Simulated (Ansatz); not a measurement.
MoW$_{3}$

Input file:

```
crystal:
  lattice:
    - [0.0, 3.18018991, 3.18018991]
    - [3.18018991, 0.0, 3.18018991]
    - [3.18018991, 3.18018991, 0.0]
  atoms:
    - { symbol: Mo, position: [0.5, 0.5, 0.5] }
    - { symbol: W, position: [0.75, 0.75, 0.75] }
    - { symbol: W, position: [0.25, 0.25, 0.25] }
    - { symbol: W, position: [0.0, 0.0, 0.0] }
basis:
  ecutwfc: 420
kpoints:
  mp_grid: { grid: [12, 12, 12] }
hamiltonian:
  xc: pbe
scf:
  occupations: { method: gaussian, width: 0.1 }
output:
  forces: true
  stress: true
  eigenvalues: true
  write_density: true
  write_potential: true
  elf: true
  volumetric_format: npy
relax:
  adjacent_minimum: "off"
  f_tol: 0.01
  max_steps: 80
  cell: { stress_tol: 0.05 }
```

Launched as:

```sh
ansatz run input.yaml --threads 1 --pin off --max-ram 2560MiB --backend cpu --events-out ev --progress --plain --runs-dir out
```

Below, planes, directions and counts refer to the conventional cell (a = 6.36 Å, b = 6.36 Å, c = 6.36 Å, α = 90.00°, β = 90.00°, γ = 90.00°).

Space group Fm-3m; a structure generated by program, which may or may not match a known phase; computed without spin polarisation.

Method: DFT PBE, scalar-relativistic, plane waves, PAW (Ansatz 0.2.0).

Predict the valence pseudo-density and electron localisation function between the atoms.

Answer. W–W (2.75 Å): ρ is about 0.41 e/Å³ halfway; the ELF is about 0.40 at the midpoint.
Mo–W (2.75 Å): ρ is about 0.38 e/Å³ halfway; the ELF is about 0.35 at the midpoint.

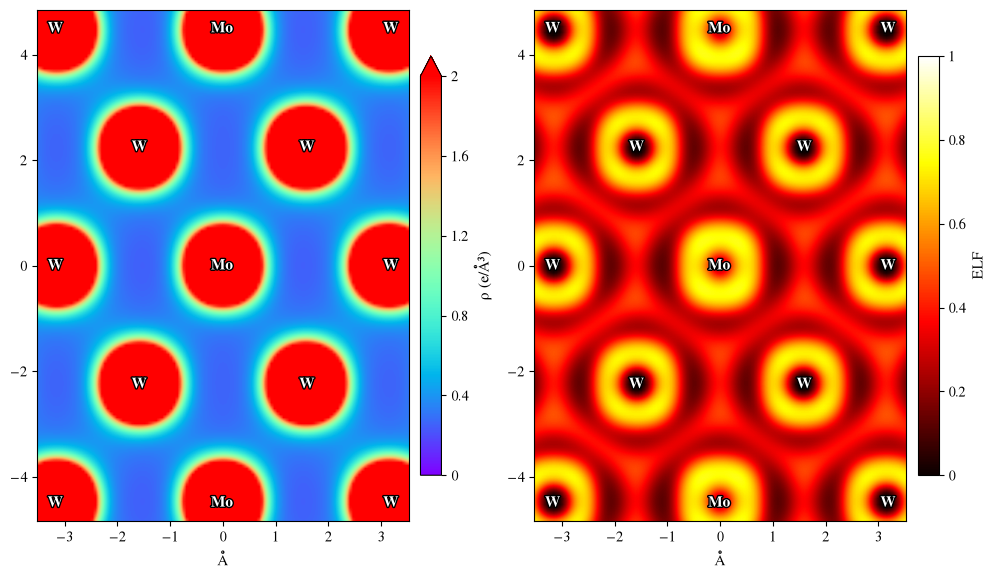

Computed valence pseudo-density and electron localisation function on the (101) plane of the conventional cell, in this order. 

The density is the valence pseudo-density of a PAW calculation; it isn't the true density close to the nuclei.
